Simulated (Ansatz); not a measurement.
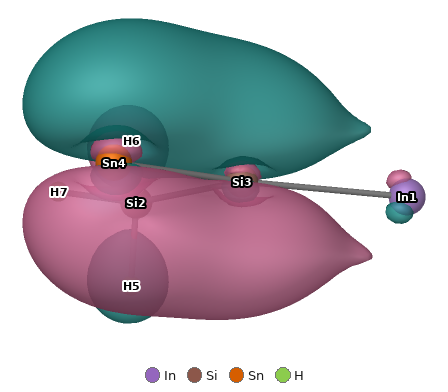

Figure 1: H3InSi2Sn (charge +1, doublet). One frontier orbital at ±0.06 Å⁻³ᐟ² (teal and pink are the two phases), seen from one side.

Geometry: B3LYP-D3(BJ)/def2-SVP; core potentials replace the inner electrons of In and Sn.

These are results of Ansatz 0.2.0, isolated molecule in a Gaussian basis; Kohn-Sham density functional theory, functional PBE0, not measurements.

```yaml
atoms:
  - { symbol: In, position_ang: [-1.8625, -0.2767, -2.2575] }
  - { symbol: Si, position_ang: [-0.5941, 1.0938, 1.8995] }
  - { symbol: Si, position_ang: [-0.4503, 1.6306, -0.4209] }
  - { symbol: Sn, position_ang: [0.8890, 3.5168, 0.7377] }
  - { symbol: H, position_ang: [0.1116, -0.1598, 2.2787] }
  - { symbol: H, position_ang: [-1.9661, 1.2003, 2.4646] }
  - { symbol: H, position_ang: [0.1979, 2.2038, 2.6292] }
```

### Which orbital is it: HOMO (β) or LUMO (β)?

The LUMO (β), at −7.56 eV. By Hirshfeld shares it lies mainly on Sn4 (about 45 %) and Si3 (about 40 %); π-bonding across Sn4–Si3.
